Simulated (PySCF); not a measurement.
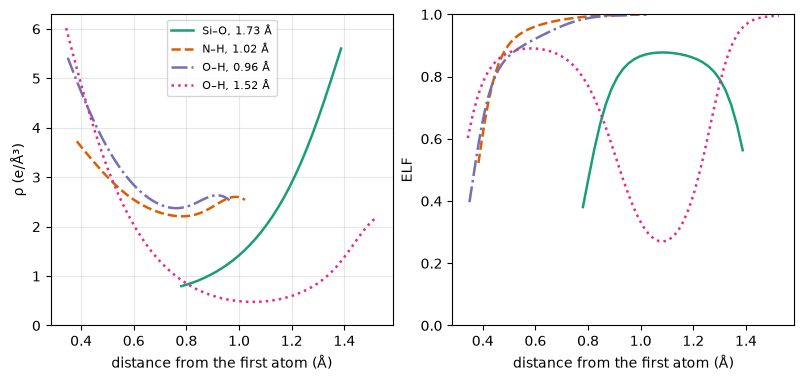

Figure 1: H₄OSi···NH₄ (SMILES O[SiH3].[NH4+]) (charge +1). Total electron density and electron localisation function along straight lines between neighbouring atoms. The curves leave out the atomic cores.

Geometry: PBE0-D3(BJ)/def2-SVPD.

Level of theory: PySCF 2.14.0, wB97M-D3(BJ)/def2-TZVPD, SCF density, gas phase.

```
atom    x (Å)    y (Å)    z (Å)
   O   0.6538   0.5801   0.5323
  Si  -0.6156  -0.0388  -0.4747
   H   1.5122   0.1468   0.4678
   H  -1.7255   0.8922  -0.1388
   H  -0.1868   0.0728  -1.8899
   H  -0.9025  -1.4345  -0.0643
   N   0.2556   2.6083   2.1286
   H  -0.2485   2.2942   2.9615
   H   1.1297   3.0528   2.4197
   H  -0.3165   3.3001   1.6380
   H   0.4588   1.7632   1.4743
```

What kind of bonding do the profiles show?

Si–O (1.73 Å): ρ at the midpoint is about 0.96 e/Å³; the ELF peaks at about 0.90 between the atoms (a polar covalent bond).
N–H (1.02 Å): the density is about 2.9 e/Å³ at the midpoint; the ELF climbs to about 1 towards the hydrogen, as it does in any bond to H (a covalent bond by its length).
O–H (0.96 Å): ρ at the midpoint is about 3.8 e/Å³; the ELF climbs to about 1 towards the hydrogen (a covalent bond by its length).
O1···H11 (1.52 Å): the density falls to about 0.48 e/Å³ on the way; the ELF dips to about 0.25 between them (a closed-shell contact with the geometry of a hydrogen bond).
